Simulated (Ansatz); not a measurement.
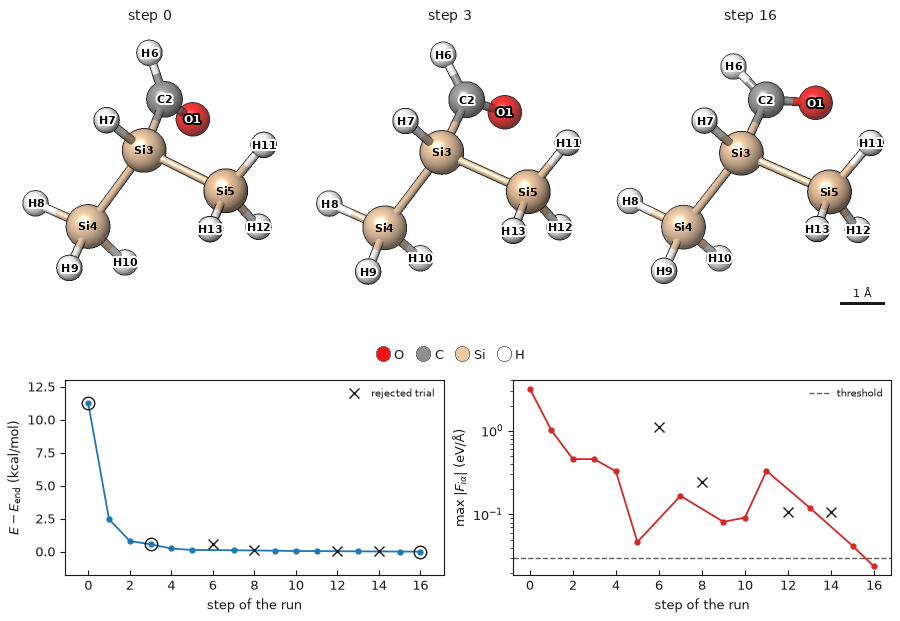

Frames of a relaxation of CH₈OSi₃ (coarse preliminary run), marked on the history of the run. The picture is a ball-and-stick view, seen at a tilt.

The start comes from a force field.

The calculation used Ansatz 0.2.0, RKS PBE-D4/def2-SVP. (force threshold 0.03 eV/Å; at most 200 steps)

Describe the path.

The largest move after the best rigid fit is that of O1, 0.77 Å. By element the largest moves are O 0.77 Å, H 0.67 Å, Si 0.14 Å, C 0.04 Å. Some distances before and after: C2–Si3 1.824 → 1.953 Å, Si5–H13 1.428 → 1.506 Å, Si3–Si5 2.277 → 2.351 Å, Si4–H9 1.441 → 1.506 Å. Among the angles between lasting bonds that change: C2–Si3–Si5 110.6° → 104.5°, O1–C2–H6 126.1° → 120.5°, O1–C2–Si3 116.0° → 120.9°. Groups turn about C2–Si3 by about 40°. After 12 accepted moves (16 points after the start) the energy has fallen by 11.2 kcal/mol. Largest force component: 3.2 eV/Å at the start, 0.024 eV/Å at the end. The line search rejected the trial steps at points 6, 8, 12, 14 of the run. From step 0 to 3: O1 moves most (0.32 Å), energy −10.7 kcal/mol. From step 3 to 16: O1 moves most (0.51 Å), energy −0.56 kcal/mol.
